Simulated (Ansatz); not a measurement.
## Tc of Zr (P6_3/mmc) from its phonons

Wanted: λ, ω_log and Tc of Zr (P6_3/mmc). The cell shown first is a relaxed one, from steps not shown here.

Calculated with Ansatz 0.2.0; DFT PBE, scalar-relativistic, plane waves, PseudoDojo norm-conserving pseudopotentials, in the first sound run; inputs show where later runs differ.

Experimental background.

“List of superconductors” (2026, Wikipedia's table of superconducting elements, as read in December) quotes from earlier work for Zr (bulk crystal): superconducting transition temperature (bulk, normal pressure) 0.55 K.

Report form: the programs' logs are mostly left out.

### 1. The cell after earlier relaxation steps

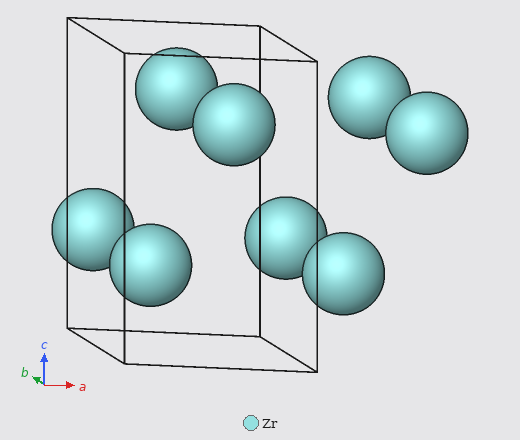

The starting structure, seen slightly off an axis (zirconium light teal). 2×2×1 cells are drawn.

### 2. Coupling and resistivity: PseudoDojo files

The run that gives the couplings also evaluates McMillan's and Allen and Dynes's formulas and, where asked, the Eliashberg equations, over a range of μ*.

input.yaml

```yaml
crystal:
  lattice:
    - [3.235590332, 0.0, 0.0]
    - [-1.617795166, 2.8021034237, 0.0]
    - [0.0, 0.0, 5.1658631827]
  atoms:
    - { symbol: Zr, position: [0.3333333333, 0.6666666667, 0.25] }
    - { symbol: Zr, position: [0.6666666667, 0.3333333333, 0.75] }
kpoints:
  mp_grid: { grid: [9, 9, 4] }
hamiltonian:
  xc: pbe
  pseudopotentials: { kind: nc, accuracy: standard }
scf:
  occupations: { method: methfessel_paxton, width: 0.2 }
output:
  eigenvalues: true
phonons:
  method: dfpt
  qmesh: [3, 3, 1]
  temperatures: { t_max: 1000, t_step: 50 }
  qpath:
    path:
      - [[0.0, 0.0, 0.0], [0.5, 0.0, 0.0], [0.33333333, 0.33333333, 0.0], [0.0, 0.0, 0.0], [0.0, 0.0, 0.5], [0.5, 0.0, 0.5], [0.33333333, 0.33333333, 0.5], [0.0, 0.0, 0.5]]
      - [[0.5, 0.0, 0.5], [0.5, 0.0, 0.0]]
      - [[0.33333333, 0.33333333, 0.5], [0.33333333, 0.33333333, 0.0]]
    npoints: 10
  electrical_resistivity:
    mesh: [12, 12, 8]
    temperatures: [20.0, 50.0, 80.0, 100.0, 150.0, 200.0, 273.0, 300.0, 400.0, 500.0, 600.0, 800.0]
  superconductivity: { mesh: [12, 12, 8], eliashberg_equations: false }
```

On the command line:

```console
ansatz run input.yaml --threads 4 --pin off --max-ram 10240MiB --backend cpu --events-out ev --progress --plain --runs-dir out
```

Elapsed: 2.3 min, on 4 threads of Intel Xeon Platinum 8259CL at 2.50GHz (Skylake/Cascade Lake), shared host; peak memory 1.3 GiB.

Numbers from this step:

```
volume per atom                                                                : 23.42 Å³
metallic on mesh                                                               : yes
gap on the k-mesh                                                              : 0 eV
zero point energy                                                              : 0.04785 eV/cell
share of imaginary modes in the plain interpolation between solved wavevectors : 0
highest frequency, solved or plainly interpolated                              : 196.3 cm⁻¹
Debye temperature (second moment)                                              : 248 K
resistivity at 300 K                                                           : 36.75 μΩ cm, mean of the axes
coupling constant λ                                                            : 0.54
density of states at the Fermi level                                           : 0.9784 states/eV a spin and cell
log mean phonon energy ħω_log                                                  : 14.07 meV
transport coupling constant λ_tr                                               : 0.5441, 0.5441, 0.5774 (xx, yy, zz)
Drude plasma energy                                                            : 4.104, 4.104, 4.25 eV (xx, yy, zz)
resistivity times mean free path                                               : 14.64, 14.64, 9.812 × 10⁻¹⁶ Ω m² (xx, yy, zz)
second-moment phonon energy ħω₂                                                : 15.59 meV
coupling λ by branch                                                           : 0.117, 0.0963, 0.089, 0.105, 0.0694, 0.0628 (branches by rank of frequency)
```

Transition temperatures:

| μ* | McMillan Tc (K) | Allen–Dynes Tc (K) |
| --- | --- | --- |
| 0.08 | 3.37 | 3.46 |
| 0.1 | 2.65 | 2.71 |
| 0.12 | 2.01 | 2.05 |
| 0.13 | 1.72 | 1.76 |
| 0.14 | 1.46 | 1.49 |
| 0.16 | 1.01 | 1.02 |
| 0.2 | 0.386 | 0.392 |

### 3. Electron–phonon run: finite displacements

Finite displacements in a supercell are the other road to force constants and couplings; here with the base functional.

This step: DFT PBE, scalar-relativistic, plane waves, PAW (Ansatz 0.2.0).

Edit input.yaml of step 2 so:

```diff
@@ -2,5 +2,5 @@
   lattice:
-    - [3.235590332, 0.0, 0.0]
-    - [-1.617795166, 2.8021034237, 0.0]
-    - [0.0, 0.0, 5.1658631827]
+    - [3.2345839725, 0.0, 0.0]
+    - [-1.6172919862, 2.8012318909, 0.0]
+    - [0.0, 0.0, 5.1640863788]
   atoms:
@@ -12,3 +12,2 @@
   xc: pbe
-  pseudopotentials: { kind: nc, accuracy: standard }
 scf:
@@ -18,4 +17,4 @@
 phonons:
-  method: dfpt
-  qmesh: [3, 3, 1]
+  method: fd
+  supercell: [3, 3, 1]
   temperatures: { t_max: 1000, t_step: 50 }
```

Run time: 85 s. Hardware: 4 threads; peak memory 2.1 GiB.

Numbers from this step:

```yaml
volume_per_atom: 23.40 Å³
zero_point_energy: 0.04782 eV/cell
highest_frequency_solved_or_plainly_interpolated: 196.2 cm⁻¹
resistivity_at_300_k: 36.8 μΩ cm, mean of the axes
coupling_constant_lambda: 0.5424
log_mean_phonon_energy_omega_log: 14.05 meV
transport_coupling_constant_lambda_tr: 0.5466, 0.5466, 0.5799 (xx, yy, zz)
drude_plasma_energy: 4.112, 4.112, 4.26 eV (xx, yy, zz)
resistivity_times_mean_free_path: 14.61, 14.61, 9.794 × 10⁻¹⁶ Ω m² (xx, yy, zz)
second_moment_phonon_energy_omega: 15.57 meV
coupling_lambda_by_branch: 0.118, 0.0968, 0.0893, 0.106, 0.0697, 0.063 (branches by rank of frequency)
```

Transition temperatures:

| μ* | McMillan Tc (K) | Allen–Dynes Tc (K) |
| --- | --- | --- |
| 0.08 | 3.42 | 3.51 |
| 0.1 | 2.69 | 2.75 |
| 0.12 | 2.04 | 2.09 |
| 0.13 | 1.75 | 1.79 |
| 0.14 | 1.49 | 1.52 |
| 0.16 | 1.03 | 1.05 |
| 0.2 | 0.399 | 0.406 |

### 4. Resistivity: r2SCAN at its own relaxed cell

The functional sets the lattice constant, the bands and the force constants.

This step: DFT r2SCAN, scalar-relativistic, plane waves, PAW (Ansatz 0.2.0).

Edit input.yaml of step 3 so:

```diff
@@ -2,5 +2,5 @@
   lattice:
-    - [3.2345839725, 0.0, 0.0]
-    - [-1.6172919862, 2.8012318909, 0.0]
-    - [0.0, 0.0, 5.1640863788]
+    - [3.246311593, 0.0, 0.0]
+    - [-1.6231557965, 2.8113883081, 0.0]
+    - [0.0, 0.0, 5.1497849022]
   atoms:
@@ -11,3 +11,3 @@
 hamiltonian:
-  xc: pbe
+  xc: r2scan
 scf:
@@ -17,4 +17,4 @@
 phonons:
-  method: fd
-  supercell: [3, 3, 1]
+  method: dfpt
+  qmesh: [3, 3, 1]
   temperatures: { t_max: 1000, t_step: 50 }
```

Elapsed: 3.2 min, on 4 threads; peak memory 1.6 GiB; 12 min of CPU time.

This step gave:

| Property | Result |
| --- | --- |
| volume per atom | 23.50 Å³ |
| zero point energy | 0.05038 eV/cell |
| highest frequency, solved or plainly interpolated | 205.9 cm⁻¹ |
| Debye temperature (second moment) | 261 K |
| resistivity at 300 K | 30.58 μΩ cm, mean of the axes |
| coupling constant λ | 0.4413 |
| density of states at the Fermi level | 0.7392 states/eV a spin and cell |
| log mean phonon energy ħω_log | 15.07 meV |
| transport coupling constant λ_tr | 0.4389, 0.4389, 0.4698 (xx, yy, zz) |
| Drude plasma energy | 4.124, 4.124, 4.176 eV (xx, yy, zz) |
| resistivity times mean free path | 15.59, 15.59, 11.76 × 10⁻¹⁶ Ω m² (xx, yy, zz) |
| second-moment phonon energy ħω₂ | 16.51 meV |
| coupling λ by branch | 0.091, 0.0785, 0.0747, 0.0862, 0.0567, 0.054 (branches by rank of frequency) |

Transition temperatures:

| μ* | McMillan Tc (K) | Allen–Dynes Tc (K) |
| --- | --- | --- |
| 0.08 | 1.76 | 1.79 |
| 0.1 | 1.23 | 1.25 |
| 0.12 | 0.807 | 0.819 |
| 0.13 | 0.634 | 0.644 |
| 0.14 | 0.488 | 0.495 |
| 0.16 | 0.265 | 0.268 |
| 0.2 | 0.0472 | 0.0477 |

The Eliashberg function α²F has structure finer than the step of the table below, so its rows give means over 2 meV, whole bins alone (the curve runs from 0.1 to 25.4 meV). Peaks (meV: height): α²F 19.2: 0.61, 22.4: 0.225; α²F tr 19.0: 0.562, 22.4: 0.203.

Eliashberg function α²F against phonon energy; means over each step:

| phonon energy (meV) | α²F | α²F tr |
| --- | --- | --- |
| 2 | 6.7e-4 | 2.2e-4 |
| 4 | 0.00567 | 0.00229 |
| 6 | 0.0139 | 0.00865 |
| 8 | 0.0277 | 0.0241 |
| 10 | 0.0741 | 0.0784 |
| 12 | 0.169 | 0.157 |
| 14 | 0.215 | 0.219 |
| 16 | 0.252 | 0.325 |
| 18 | 0.430 | 0.452 |
| 20 | 0.284 | 0.282 |
| 22 | 0.147 | 0.140 |
| 24 | 0.133 | 0.116 |

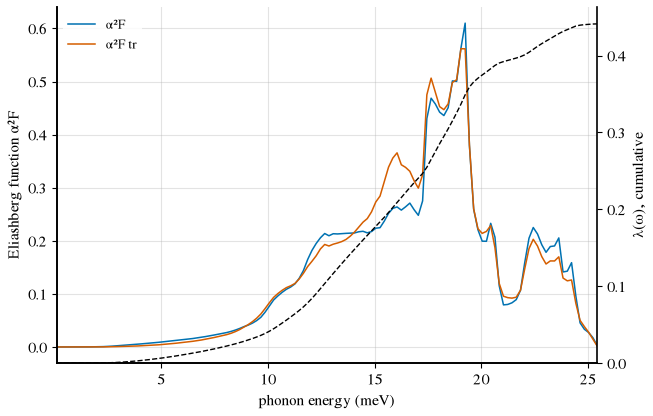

Eliashberg function α²F, plotted against phonon energy. The dashed line is the running λ.

### 5. What came out

```json
{"meshes": "q 3×3×1, k 9×9×4, scattering 12×12×8", "coupling constant λ": "0.441", "log mean phonon energy ħω_log": "15.1 meV", "Allen–Dynes Tc at μ* = 0.1": "1.25 K", "Allen–Dynes Tc at μ* = 0.13": "0.644 K"}
```

**Reading.** In the last run (r2SCAN, q 3×3×1, k 9×9×4, scattering 12×12×8), with λ = 0.44 and ħω_log = 15.1 meV, Tc at μ* = 0.13 is 0.63 K by McMillan's formula and 0.64 K by Allen and Dynes's. Allen and Dynes's formula meets the measured 0.55 K at μ* near 0.14. Raising μ* from 0.10 to 0.16 lowers the Allen–Dynes value from 1.2 to 0.27 K. By the run's own test λ is not converged in the fine mesh: it moves by 2 % between the two finest, and by up to 8 % in the other runs. The run's transport test calls it not converged in the mesh; ρ(300 K) moves by 18 % in the component that moves most. λ of these runs moves by 2 to 8 % between their two finest meshes, and Tc by more, so small gaps between the runs or to the measured value rank nothing. These meshes are coarse. Over the runs, λ takes the values 0.54, 0.542 and 0.441, in the order shown. The q mesh has one point along an axis, so branches along it are rough.  μ* is a typed number, phonons are harmonic, and spin fluctuations are left out; at μ* = 0.13 McMillan's formula turns 1 % in λ into about 6.3 % in Tc.

Comparison with the measured values:

| quantity | measured | Allen–Dynes, PBE, q 3×3×1, fine 12×12×8, PseudoDojo files | Allen–Dynes, PBE, q 3×3×1, fine 12×12×8, displacements | Allen–Dynes, r2SCAN, q 3×3×1, fine 12×12×8 |
| --- | --- | --- | --- | --- |
| superconducting transition temperature (μ* = 0.13) (kelvin) | 0.55 | 1.76 (+220.0 %) | 1.79 (+225.5 %) | 0.64 (+17.1 %) |

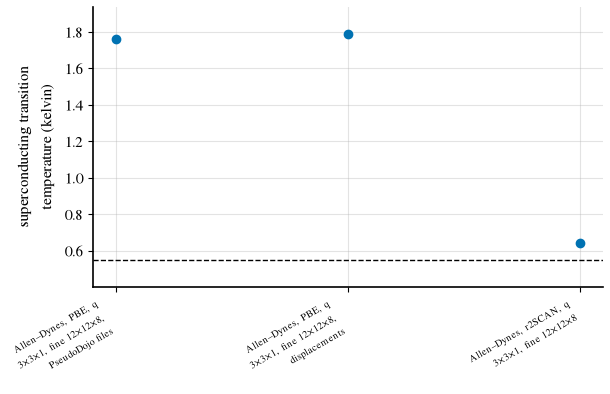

The superconducting transition temperature by level; the dashed line is the measured value.

Measured values from Wikipedia's table of superconducting elements, as read in December (2026).

How well it matches: For the superconducting transition temperature, of the levels listed nearest comes Allen–Dynes, r2SCAN, q 3×3×1, fine 12×12×8 (+17.1 %, fair agreement) and farthest Allen–Dynes, PBE, q 3×3×1, fine 12×12×8, displacements (+225.5 %, a clear miss). Limits of convergence are named above.

[Logs are printed without paths, hosts, clocks, repeated set-up lines and the standing remarks that a program may print on its own settings, such as how far it seeks lower states.]

[Hosts, paths, dates, database ids (printed as entryN), source tags and the programs' standing remarks are cut or masked in the printed files.]
